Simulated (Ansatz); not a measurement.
Method: PBE (plane waves to 420 eV, PAW; Ansatz, a quantum-chemistry and plane-wave program).

Host crystal: monoclinic ZrO2, with a band gap (PBE, scalar-relativistic without spin-orbit coupling).

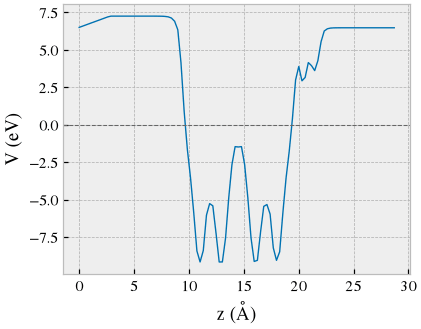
Electrostatic potential energy of an electron, averaged over planes parallel to the surface, in eV from the highest filled level, for CO on the 1x1 (100) surface of monoclinic ZrO2 (cut with top plane 2 O), one in a 1x1 cell, started at the site 'bridge O-O (span 5.4 Å)'

Model: 26-atom slab, 9.4 Å thick at the start under the adsorbate (thin: gaps and levels are the slab's own), 4x4x1 mesh, Fermi-Dirac 0.01 eV, dipole correction, 12 atoms held, the rest relaxed; no symmetry held; no spin, no spin-orbit, no U, no dispersion correction. At the end it is bonded to Zr. In PBE it is, or lies within 0.03 eV of, the lowest of the starts that converged.

The vacuum level lies 6.48 eV above the highest filled level over the top face and 7.25 eV above it under the bottom face.
